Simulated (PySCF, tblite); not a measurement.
# tetrahydropyran (C5H10O): dynamics, then NMR shifts on frames, part 1 of 2

Aim: move tetrahydropyran (C5H10O) (`C1CCOCC1`) away from its starting geometry and see how NMR shifts follow the geometry.

The runs use tblite 0.8.0 and PySCF 2.14.0, with density-fitted response routines of our own; the level of theory stands in each step. All values are computed, except where a source is named. Atoms are numbered from 0 throughout.

## (1) Starting geometry

16 atoms, charge 0, multiplicity 1; geometry from: GFN2-xTB.

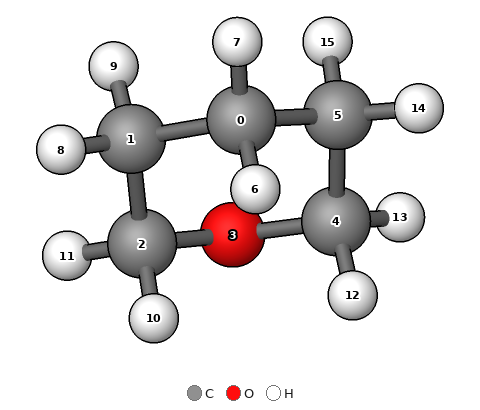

The starting geometry (carbon grey, oxygen red, hydrogen white), atoms numbered.

## (2) A short Langevin run with GFN2-xTB

The job: settings as JSON, then the geometry in Å.

```
{"job": {"kind": "md", "xc": "GFN2-xTB", "basis": "xTB", "temperature": 200, "steps": 2000, "every": 50, "frames": 5}, "charge": 0, "multiplicity": 1}
C     -0.136071     0.968956     0.772170
C     -1.306467     0.413600    -0.036992
C     -1.035882    -1.052533    -0.377523
O      0.171297    -1.214806    -1.085970
C      1.277234    -0.755795    -0.343099
C      1.159434     0.730086    -0.000778
H     -0.084177     0.456400     1.736249
H     -0.275686     2.034250     0.964317
H     -2.239256     0.493440     0.522570
H     -1.409131     0.978920    -0.964918
H     -1.003112    -1.645063     0.551522
H     -1.816152    -1.456465    -1.026002
H      1.368579    -1.340825     0.586843
H      2.153009    -0.947756    -0.966477
H      2.025881     1.040710     0.584537
H      1.142902     1.305826    -0.927859
```

Level: GFN2-xTB Langevin dynamics, gas phase.

On the command line:

```
$ OMP_NUM_THREADS=1 python probes_run.py task.json out
```

This one command runs all jobs of the session in turn.

What it wrote:

```text
t/fs     T/K      E/eV
    0.0   162.6   -540.92388
   25.0    80.0   -540.72252
   50.0   133.9   -540.73193
   75.0   135.7   -540.64467
  100.0   172.0   -540.69625
  125.0   153.3   -540.64229
  150.0   166.1   -540.58432
  175.0   195.6   -540.63224
  200.0   174.1   -540.57521
  225.0   196.5   -540.62421
  250.0   176.2   -540.57246
  275.0   178.5   -540.56942
  300.0   200.2   -540.56177
  325.0   151.4   -540.43198
  350.0   184.7   -540.52109
  375.0   218.3   -540.61524
  400.0   166.4   -540.56668
  425.0   143.3   -540.55072
  450.0   168.9   -540.57347
  475.0   166.8   -540.56880
  500.0   155.4   -540.62581
  525.0   202.4   -540.62690
  550.0   197.2   -540.56870
  575.0   184.9   -540.53583
  600.0   162.7   -540.36903
  625.0   323.2   -540.57651
  650.0   202.4   -540.38138
  675.0   282.5   -540.53224
  700.0   193.4   -540.40397
  725.0   297.5   -540.68980
  750.0   207.8   -540.59139
  775.0   202.0   -540.55310
  800.0   194.9   -540.49001
  825.0   240.2   -540.49573
  850.0   260.2   -540.64919
  875.0   201.5   -540.58224
  900.0   219.9   -540.50161
  925.0   163.5   -540.44955
  950.0   210.5   -540.59283
  975.0   207.4   -540.61373
 1000.0   170.0   -540.48660
```

It took 6.8 s on 1 thread of Arm Neoverse V2, shared host; peak memory 0.18 GiB.

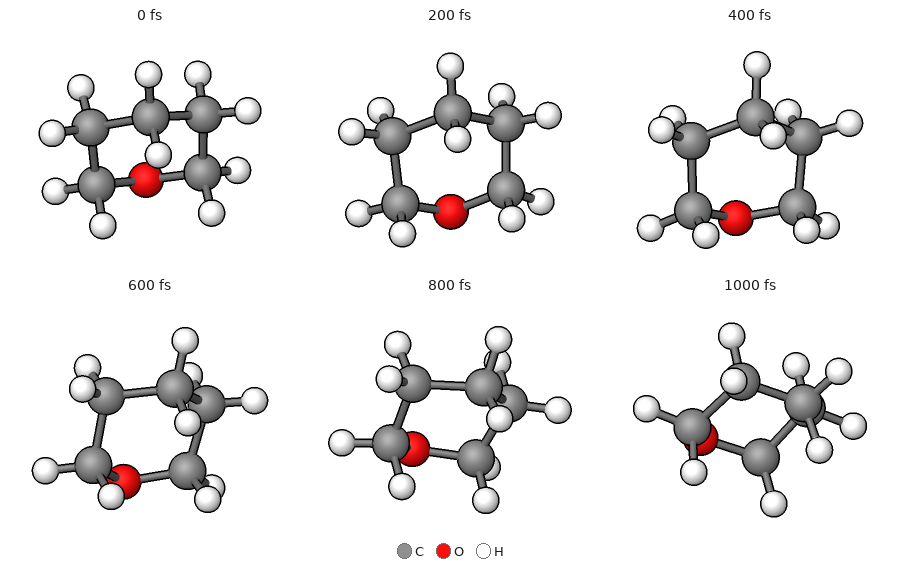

Frames of the run.

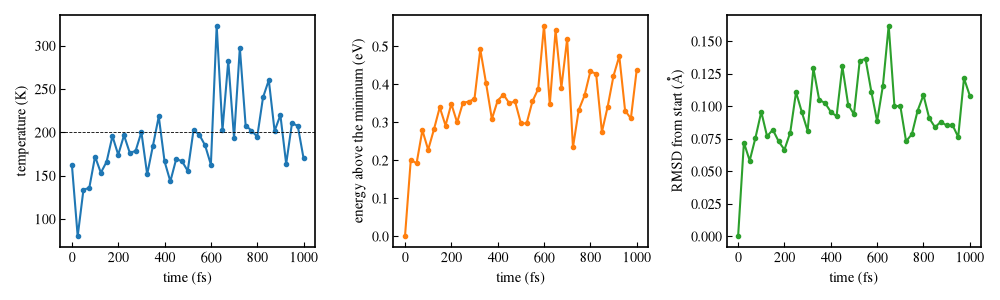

Temperature, potential energy and distance from the start.

Positions (Å) and forces (eV/Å) at 1000 fs:

```xyz
16

C     0.498    0.424    1.360    2.167   -0.854    0.289
C    -0.901    0.930    1.370   -1.328   -1.552    0.090
C    -1.854   -0.266    1.028    0.543   -0.297    0.705
O    -1.454   -0.970   -0.139   -0.178   -0.037    0.798
C    -0.112   -1.402   -0.089   -0.275   -1.023   -0.768
C     0.819   -0.230   -0.027    1.231   -0.684    2.868
H     0.771   -0.353    2.180   -0.914    1.027   -1.141
H     1.201    1.232    1.543    0.109    0.335   -0.014
H    -1.231    1.307    2.317    0.068    0.201    0.746
H    -1.050    1.717    0.665    0.086    0.436   -0.746
H    -1.924   -0.960    1.944    0.322    0.585   -1.074
H    -2.857    0.095    0.842   -0.267    0.075   -0.189
H     0.092   -2.163    0.743   -0.365    0.903   -0.805
H     0.065   -1.874   -1.068   -0.281   -0.385    0.251
H     1.869   -0.639    0.000   -0.807    0.644   -0.215
H     0.667    0.450   -0.819   -0.110    0.625   -0.795
```

## (3) Shielding tensors: 250 fs, PBE0/pcSseg-1

The job: settings as JSON, then the geometry in Å.

```
{"job": {"kind": "nmr", "xc": "PBE0", "basis": "pcSseg-1", "pop": false}, "charge": 0, "multiplicity": 1}
C     -0.422600     1.080100     0.464900
C     -1.683400     0.246900     0.062300
C     -1.431300    -1.250200     0.259300
O     -0.264500    -1.703700    -0.350400
C      0.909400    -1.039500     0.192700
C      0.866800     0.479200    -0.048000
H     -0.399100     1.156000     1.559200
H     -0.570300     2.083500     0.081700
H     -2.571300     0.616300     0.553600
H     -1.769800     0.373100    -1.053900
H     -1.332100    -1.373800     1.340700
H     -2.227300    -1.871100    -0.057900
H      0.884800    -1.254200     1.278300
H      1.785900    -1.583500    -0.186000
H      1.765800     0.895900     0.504000
H      0.951300     0.727100    -1.166800
```

With the program's defaults for keys left out, this is: GIAO PBE0/pcSseg-1 NMR shielding, non-relativistic, gas phase.

What it wrote:

```text
coarse grid: 12720 points
cycle   1  E = -271.2920391992  dE =  6.072e-01  |g| = 5.568e-01  |ddm| = 3.355e+00
cycle   2  E = -271.2322800907  dE =  5.976e-02  |g| = 8.068e-01  |ddm| = 1.261e+00
cycle   3  E = -271.3551042180  dE = -1.228e-01  |g| = 7.899e-02  |ddm| = 8.305e-01
cycle   4  E = -271.3560851928  dE = -9.810e-04  |g| = 3.463e-02  |ddm| = 7.475e-02
cycle   5  E = -271.3563611045  dE = -2.759e-04  |g| = 7.054e-03  |ddm| = 3.210e-02
cycle   6  E = -271.3563715278  dE = -1.042e-05  |g| = 7.561e-04  |ddm| = 6.721e-03
cycle   7  E = -271.3563716441  dE = -1.164e-07  |g| = 3.123e-04  |ddm| = 8.529e-04
final grid: 120968 points
cycle   8  E = -271.4052125749  dE = -3.011e-05  |g| = 1.136e-02  |ddm| = 2.819e-02
cycle   9  E = -271.4051846832  dE =  2.789e-05  |g| = 1.681e-02  |ddm| = 1.842e-02
cycle  10  E = -271.4052382524  dE = -5.357e-05  |g| = 1.228e-03  |ddm| = 1.139e-02
cycle  11  E = -271.4052385775  dE = -3.251e-07  |g| = 2.400e-04  |ddm| = 1.383e-03
cycle  12  E = -271.4052385892  dE = -1.172e-08  |g| = 4.687e-05  |ddm| = 2.573e-04
cycle  13  E = -271.4052385896  dE = -4.331e-10  |g| = 1.571e-05  |ddm| = 5.478e-05
converged SCF energy = -271.4052385896

GIAO shielding tensors (ppm)
atom      isotropic    diamagn.    paramagn.     s11        s22        s33       span
  0 C      160.574     245.990     -85.416    158.394    160.175    163.154      4.760
  1 C      155.834     249.539     -93.705    145.958    156.645    164.900     18.942
  2 C      118.398     243.469    -125.071     91.441    104.012    159.741     68.300
  3 O      280.046     395.139    -115.092    226.206    290.323    323.611     97.404
  4 C      109.192     244.802    -135.610     79.617     94.185    153.774     74.157
  5 C      152.745     246.391     -93.646    145.912    152.720    159.604     13.692
  6 H       30.078      30.542      -0.463     25.965     28.530     35.739      9.774
  7 H       29.990      30.296      -0.306     25.417     27.851     36.701     11.284
  8 H       30.555      30.109       0.446     26.558     28.144     36.962     10.404
  9 H       29.378      29.788      -0.410     25.731     27.715     34.689      8.958
 10 H       28.585      29.934      -1.349     23.682     28.547     33.526      9.844
 11 H       28.317      29.073      -0.756     23.596     27.406     33.948     10.353
 12 H       28.186      30.148      -1.962     23.748     27.898     32.912      9.164
 13 H       27.279      28.748      -1.469     23.341     26.291     32.205      8.864
 14 H       29.250      28.893       0.357     25.322     26.748     35.679     10.358
 15 H       28.460      28.834      -0.374     24.603     26.662     34.114      9.511
```

Wall time 12 s (1 thread of Arm Neoverse V2, shared host); peak memory 0.72 GiB.

The references, computed at this level on geometries of the same kind, shield at (ppm): ¹H TMS 31.72, ¹³C TMS 186.9, ¹⁷O H2O 336.1. Their shielding less the atom's gives the shift. The references are single molecules in the gas phase, so shifts against H2O, NH3, PH3, H3PO4 or CFCl3 are not on the usual liquid scales and can be off by tens of ppm. Each atom is listed at this fixed geometry, with no averaging over motion; a spectrum would average atoms that exchange fast.

```
atoms                         environment  σ (ppm)  δ (ppm)
   C4                 sp3 CH2 bonded to O    109.2     77.7
   C2                 sp3 CH2 bonded to O    118.4     68.5
   C5                   sp3 CH2 in a ring    152.7     34.2
   C1                   sp3 CH2 in a ring    155.8     31.1
   C0                   sp3 CH2 in a ring    160.6     26.4
  H13  hydrogen on an sp3 CH2 bonded to O    27.28     4.44
  H12  hydrogen on an sp3 CH2 bonded to O    28.19     3.53
  H11  hydrogen on an sp3 CH2 bonded to O    28.32     3.40
  H15    hydrogen on an sp3 CH2 in a ring    28.46     3.26
  H10  hydrogen on an sp3 CH2 bonded to O    28.59     3.13
  H14    hydrogen on an sp3 CH2 in a ring    29.25     2.47
   H9    hydrogen on an sp3 CH2 in a ring    29.38     2.34
   H7    hydrogen on an sp3 CH2 in a ring    29.99     1.73
   H6    hydrogen on an sp3 CH2 in a ring    30.08     1.64
   H8    hydrogen on an sp3 CH2 in a ring    30.55     1.16
   O3                        ether oxygen    280.0     56.0
```

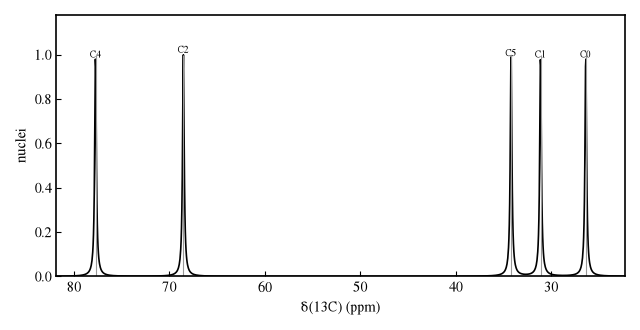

¹³C lines at the computed shifts, without couplings. Lines are broadened to a width of 0.21 ppm (Lorentzian).

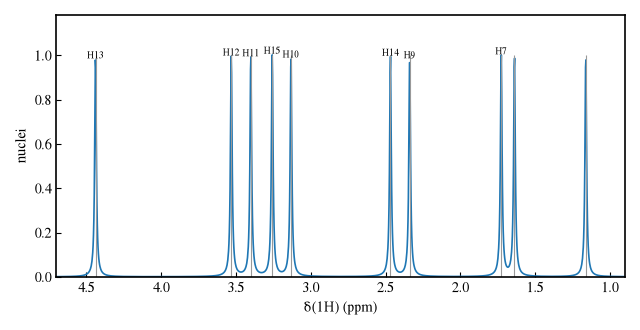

¹H lines at the computed shifts, without couplings. Lines are broadened to a width of 0.01 ppm (Lorentzian).

Ring of atoms C0, C1, C2, O3, C4, C5: NICS(0) -2.4, NICS(1) -1.9, NICS(1)zz 2.7 ppm (means of both faces).

## (4) Shielding tensors: 425 fs, PBE0/pcSseg-1

The job: settings as JSON, then the geometry in Å.

```
{"job": {"kind": "nmr", "xc": "PBE0", "basis": "pcSseg-1", "pop": false}, "charge": 0, "multiplicity": 1}
C     -0.629600     0.974100     0.805700
C     -1.948600     0.326800     0.437700
C     -1.882800    -1.181100     0.723500
O     -0.861100    -1.857600     0.062900
C      0.370300    -1.281300     0.364800
C      0.509700     0.215900     0.090100
H     -0.434000     0.773600     1.861500
H     -0.567000     2.087300     0.620400
H     -2.656200     0.763700     1.114100
H     -2.315500     0.535700    -0.566400
H     -1.796000    -1.268900     1.848100
H     -2.828600    -1.621900     0.304200
H      0.615200    -1.443000     1.438600
H      1.066200    -1.798800    -0.266500
H      1.449600     0.465000     0.502700
H      0.450700     0.509100    -0.998400
```

Method: GIAO PBE0/pcSseg-1 NMR shielding, non-relativistic, gas phase.

What it wrote:

```text
coarse grid: 12720 points
cycle   1  E = -271.2883795123  dE =  7.321e-01  |g| = 5.591e-01  |ddm| = 3.377e+00
cycle   2  E = -271.2406924079  dE =  4.769e-02  |g| = 7.685e-01  |ddm| = 1.211e+00
cycle   3  E = -271.3521667243  dE = -1.115e-01  |g| = 8.042e-02  |ddm| = 7.815e-01
cycle   4  E = -271.3531937625  dE = -1.027e-03  |g| = 3.246e-02  |ddm| = 7.602e-02
cycle   5  E = -271.3534271397  dE = -2.334e-04  |g| = 7.251e-03  |ddm| = 3.094e-02
cycle   6  E = -271.3534380496  dE = -1.091e-05  |g| = 9.648e-04  |ddm| = 6.749e-03
cycle   7  E = -271.3534382487  dE = -1.991e-07  |g| = 3.007e-04  |ddm| = 9.257e-04
final grid: 120968 points
cycle   8  E = -271.4024279753  dE = -4.704e-05  |g| = 1.123e-02  |ddm| = 3.507e-02
cycle   9  E = -271.4024031084  dE =  2.487e-05  |g| = 1.620e-02  |ddm| = 1.831e-02
cycle  10  E = -271.4024532237  dE = -5.012e-05  |g| = 1.117e-03  |ddm| = 1.121e-02
cycle  11  E = -271.4024534796  dE = -2.558e-07  |g| = 3.083e-04  |ddm| = 1.360e-03
cycle  12  E = -271.4024534994  dE = -1.980e-08  |g| = 5.450e-05  |ddm| = 3.241e-04
cycle  13  E = -271.4024535000  dE = -6.218e-10  |g| = 1.096e-05  |ddm| = 6.457e-05
converged SCF energy = -271.4024535000

GIAO shielding tensors (ppm)
atom      isotropic    diamagn.    paramagn.     s11        s22        s33       span
  0 C      155.971     248.720     -92.749    149.041    151.899    166.973     17.932
  1 C      159.936     247.044     -87.107    147.978    158.133    173.698     25.720
  2 C      113.556     241.861    -128.305     88.786    103.915    147.967     59.181
  3 O      293.417     395.444    -102.027    232.347    299.807    348.096    115.749
  4 C      117.712     244.802    -127.090     91.653    107.397    154.087     62.434
  5 C      155.632     249.182     -93.550    147.756    156.017    163.124     15.368
  6 H       30.267      31.854      -1.588     27.346     28.514     34.941      7.595
  7 H       28.927      29.622      -0.695     24.718     26.476     35.586     10.867
  8 H       30.900      29.608       1.292     26.652     28.643     37.406     10.754
  9 H       30.140      30.179      -0.039     26.334     28.022     36.064      9.730
 10 H       27.650      27.476       0.174     22.350     27.752     32.847     10.498
 11 H       26.768      26.374       0.394     22.086     26.167     32.051      9.964
 12 H       28.160      29.915      -1.756     22.827     28.258     33.393     10.565
 13 H       27.821      30.055      -2.234     23.051     27.502     32.911      9.860
 14 H       31.398      32.863      -1.464     27.807     28.806     37.582      9.775
 15 H       29.266      30.861      -1.595     25.363     27.380     35.054      9.692
```

Wall time 11 s (1 thread of Arm Neoverse V2, shared host); peak memory 0.74 GiB.

In short: δ C2 73.4, C4 69.2, C5 31.3, C0 31.0, H11 4.95, H10 4.07 ppm.

(Continued in part 2 of 2.)
